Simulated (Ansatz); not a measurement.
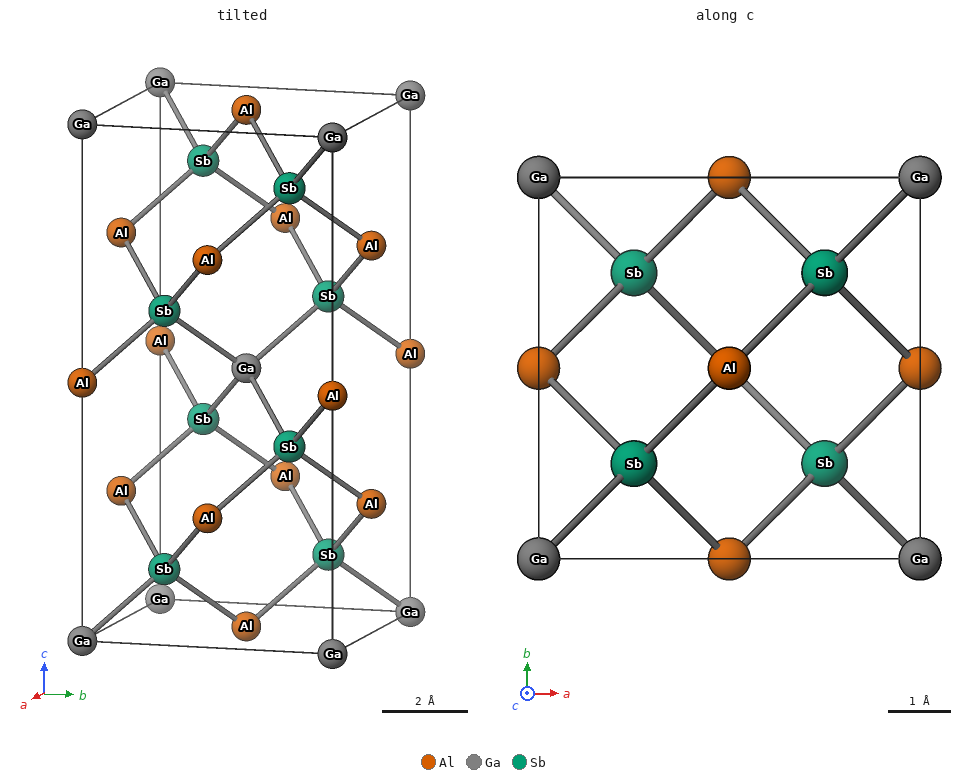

The image is a ball-and-stick drawing of a crystal, viewed slightly off an axis and along the c axis. Lines trace the edges of the conventional unit cell.

Al3GaSb4, space group I-42m (No. 121), a = 6.222 Å, b = 6.222 Å, c = 12.445 Å, α = 90.00°, β = 90.00°, γ = 90.00°. Its origin is a structure type filled with these elements by a generator (whether the compound takes this form wasn't checked). Earlier steps of the study, as a rule a relaxation of our own, may have changed the cell and positions, so they can lie some per cent off the listed ones. It went into a calculation with Ansatz.

This one geometry was computed with Ansatz (DFT, plane waves, PAW) at three levels of theory: r2SCAN, PBE and PBE with spin-orbit coupling.

**How does the band gap change with the level of theory?**

PBE with spin-orbit coupling: a gap of 0.53 eV, indirect; PBE: a gap of 0.74 eV, indirect; r2SCAN: a gap of 1.05 eV, indirect.

**Collect the results in a table.**

| level | cutoff (eV) | k-mesh of the run's cell | gap (eV) | pressure (GPa) |
| --- | --- | --- | --- | --- |
| r2SCAN | 500 | 6×6×6 | 1.05 | -1.4 |
| PBE | 420 | 6×6×6 | 0.74 | 0.0 |
| PBE with spin-orbit coupling | 420 | 6×6×6 | 0.53 | 0.0 |

Gaps are taken on the k-mesh or band path of each run.
